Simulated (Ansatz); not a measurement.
# Silicon, hcp: r²SCAN0 after r²SCAN

Aim: see what exact exchange does to the levels, and what it costs. Spin polarisation is left out. The geometry was relaxed under r²SCAN beforehand and is kept. Exact exchange is dear, so the k-mesh is coarse, and r²SCAN is run on the same mesh for comparison.

Program: Ansatz 0.2.0. Level of theory: DFT, plane waves (500 eV) with PBE-made PAW files, scalar-relativistic; functionals as named at each step. These are calculated values, not measurements.

## (1) The structure to begin with

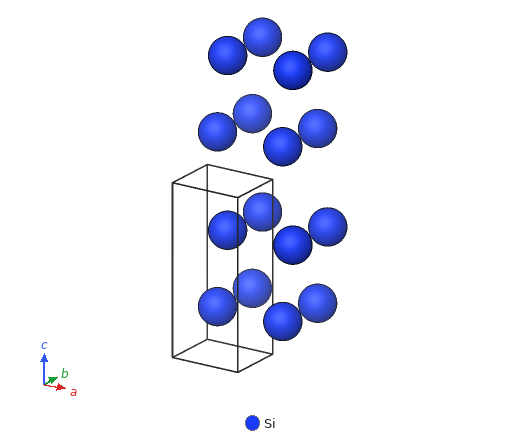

The structure, seen slightly off an axis (silicon blue). 2×2×2 cells are drawn. Any atoms on the faces are drawn again on the opposite ones.

As a file:

```xyz
2
Lattice="2.6253 0.0000 0.0000 -1.3126 2.2735 0.0000 0.0000 0.0000 4.5982" Properties=species:S:1:pos:R:3 pbc="T T T"
Si    0.0000    1.5157    1.1496
Si    1.3126    0.7578    3.4487
```

## (2) r²SCAN on the coarse mesh

The run with r²SCAN.

Input file input.yaml:

```yaml
crystal:
  lattice:
    - [2.6252514103, 0.0, 0.0]
    - [-1.3126257052, 2.2735344127, 0.0]
    - [0.0, 0.0, 4.5982227962]
  atoms:
    - { symbol: Si, position: [0.3333333333, 0.6666666667, 0.25] }
    - { symbol: Si, position: [0.6666666667, 0.3333333333, 0.75] }
hamiltonian:
  xc: r2scan
  pseudopotentials:
    kind: paw
    azcp:
      Si: "pseudopotentials/Si.paw.azcp"
basis:
  ecutwfc: 500
  fft_grid_basis: typed
kpoints:
  mp_grid: { grid: [7, 7, 4], shift: [0, 0, 0] }
magnetization:
  spin_polarized: false
scf:
  occupations: { method: fermi_dirac, width: 0.1 }
```

On the command line:

```
$ ansatz run input.yaml --threads 4 --pin off --max-ram 8192MiB --backend cpu --events-out ev --progress --plain --runs-dir out
```

What it wrote, cut to the lines that bear on the results:

```text
Warning: RAYON_NUM_THREADS=4 ignored (pool sized by the plan → 4); use --threads N
[...]
Pseudopotentials: kind: paw
Pseudopotential: Si, paw, valence charge 4, recommended cutoff 500 eV (meta_gga), <dir>
Functional definition: r2SCAN
[...]
Crystal: 2 atoms, lattice volume = 27.445 Å³
Basis set: ecut = 500 eV, 713 PW (Γ), exchange–correlation on 80×80×144 points (64 copies of the dense FFT grid, shifted against one another)
Bands: 8, of which v1, the nominal top of the filled ones, is band 4 counted from 1 (3 counted from 0)
Symmetry: 24 space group operations
Space group: P63/mmc (ITA 194), of the structure as read, at distance tolerance 3.0e-5 Å
k-points: 24 of 196
[...]
SCF iter   1: F=—  HF=-1276.689532 eV  |F-HF|=—  |Δ(HF+E_count)|=         —  Δρ=7.01e-3  dr2=1.17e-2  dr2_τ=1.01e-2  ethr=1.77e-3  ⟨swp⟩=5.0  Hψ=1537  notcnv=0
[...]
SCF iter   6: F=-1276.713019 eV  HF=-1276.713019 eV  |F-HF|=3.22e-8  |Δ(HF+E_count)|=   8.31e-7  Δρ=7.43e-6  dr2=1.38e-8  dr2_τ=5.59e-11  ethr=1.25e-9  ⟨swp⟩=2.9  Hψ=428  notcnv=0
[...]
SCF converged after 6 iterations
Free energy (F): -1276.713019 eV
[...]
E sigma→0 (E₀):  -1276.689912 eV
Entropy (-TS):   -0.046214 eV (-23.107 meV/atom)
Fermi energy:    11.824480 eV
[...]
```

Run time: 0.58 s. Hardware: 4 threads of Intel Xeon Platinum 8175M at 2.50GHz (Skylake/Cascade Lake), shared host; peak memory 0.35 GiB.

## (3) r²SCAN0 on the coarse mesh

The run with r²SCAN0.

input.yaml: that of step 2 with these lines changed.

```diff
@@ -9,3 +9,3 @@
 hamiltonian:
-  xc: r2scan
+  xc: r2scan0
   pseudopotentials:
```

On the command line:

```
$ ansatz run input.yaml --threads 4 --pin off --max-ram 8192MiB --backend cpu --events-out ev --progress --plain --runs-dir out
```

What it wrote, cut to the lines that bear on the results:

```text
Warning: RAYON_NUM_THREADS=4 ignored (pool sized by the plan → 4); use --threads N
[...]
[... 2 set-up lines as earlier in the session ...]
Functional definition: r2SCAN0
[...]
Crystal: 2 atoms, lattice volume = 27.445 Å³
Basis set: ecut = 500 eV, 713 PW (Γ), exchange–correlation on 80×80×144 points (64 copies of the dense FFT grid, shifted against one another)
Bands: 8, of which v1, the nominal top of the filled ones, is band 4 counted from 1 (3 counted from 0)
[... 2 set-up lines as earlier in the session ...]
k-points: 24 of 196
[...]
SCF iter   1: F=—  HF=-1276.690712 eV  |F-HF|=—  |Δ(HF+E_count)|=         —  Δρ=7.16e-3  dr2=1.23e-2  dr2_τ=1.01e-2  ethr=1.77e-3  ⟨swp⟩=7.1  Hψ=1001  notcnv=0
[...]
Frozen-core exchange: fock
[...]
hybrid outer 3: dexx = +1.809e-9 eV, tail = 5.18e-9 eV, Δε = 2.73e-4 eV (about 4.59e-4 eV left of the loop's levels)
exact exchange: an outer loop of this run ended on a state whose frontier levels can be filled otherwise, and a further loop was made from that state with electrons moved between them. It converged no lower than the two loops' stops tell apart, in 12 SCF iterations, so its state is not used
hybrid SCF converged: 2 outer / 11 inner (+8 warm-up), last move |dexx| = 1.34e-5 eV, tail = 2.30e-8 eV
Stability not checked: this state was not tested for a lower state beside it, because the functional holds exact exchange (a hybrid, or Hartree-Fock), whose exchange loop this test does not read (fock_operator; see scf.lower_state_search)
Free energy (F): -1276.249077 eV
Frozen-core exchange: fock
[...]
E sigma→0 (E₀):  -1276.240279 eV
Entropy (-TS):   -0.017596 eV (-8.798 meV/atom)
Fermi energy:    11.942861 eV
[...]
--- Band table (eV; the first three rows and the last of 24) ---
  k-point 0: bands = ["-6.3533", "0.8775", "2.0901", "23.2067", "23.2067", "23.4012", "23.6207", "24.2170"]
[...]
```

Wall time 12 s (4 threads of Intel Xeon Platinum 8175M at 2.50GHz (Skylake/Cascade Lake), shared host); peak memory 0.88 GiB.

## (4) The functionals compared

```tsv
functional	gap on the mesh	Fermi energy (eV)	SCF cycles	exchange loops	CPU time
r²SCAN	none (levels filled in part)	11.824	6	-	1.5 s
r²SCAN0	none (levels filled in part)	11.943	19	2	39 s
```

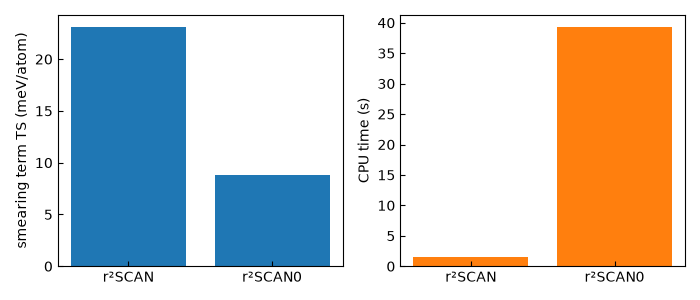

Smearing term and CPU time by functional.

## (5) Results

| quantity | value |
| --- | --- |
| r²SCAN: gap | none (levels filled in part) |
| r²SCAN0: gap | none (levels filled in part) |
| r²SCAN0: SCF cycles, exchange loops | 19, 2 |
| r²SCAN0: CPU time over that of r²SCAN | 27 |
| r²SCAN0: relative to diamond | +745 meV/atom |

**Reading.** Neither r²SCAN nor r²SCAN0 shows a clean gap on this mesh. r²SCAN0 cost 27 times the CPU time of r²SCAN. r²SCAN0 needed 2 outer loops of the exchange operator. The dense-mesh value adds -29.5 meV/atom, the change that r²SCAN shows between the coarse mesh and its own dense run (not shown). Under r²SCAN0 it lies 745 meV/atom above diamond (computed apart in the same way); on such meshes a few tens of meV are uncertain for metals. The total energies in the logs cannot be compared from one functional to another.
